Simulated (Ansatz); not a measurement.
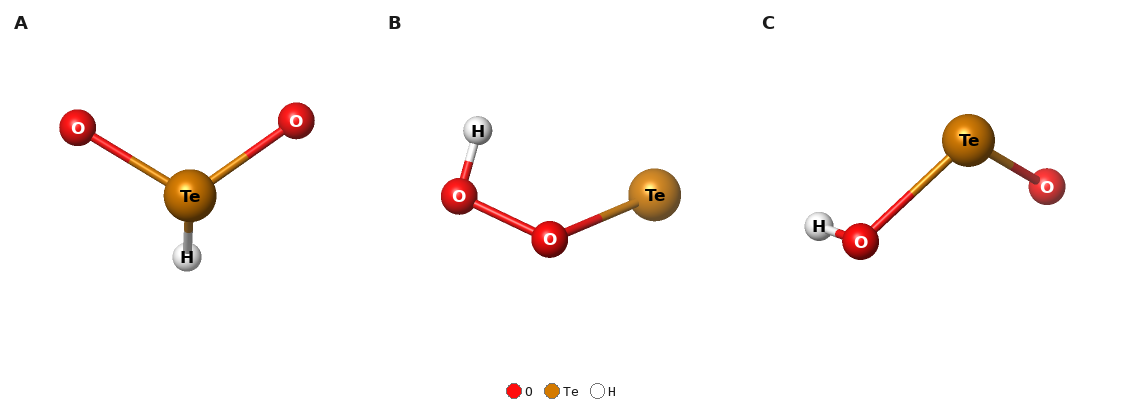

3 stationary structures of one formula. State: charge −1, singlet. Geometries: PBE-D4/def2-SVPD. Electronic energies: PBE-D4/def2-SVPD (Ansatz 0.2.0), without zero-point energy. No frequency run is at hand to confirm each as a minimum.

Which structure is the most stable?

Answer. C is lowest (C1); A lies 21.1 kcal/mol above it (Cs), B lies 37.0 kcal/mol above it (C1).
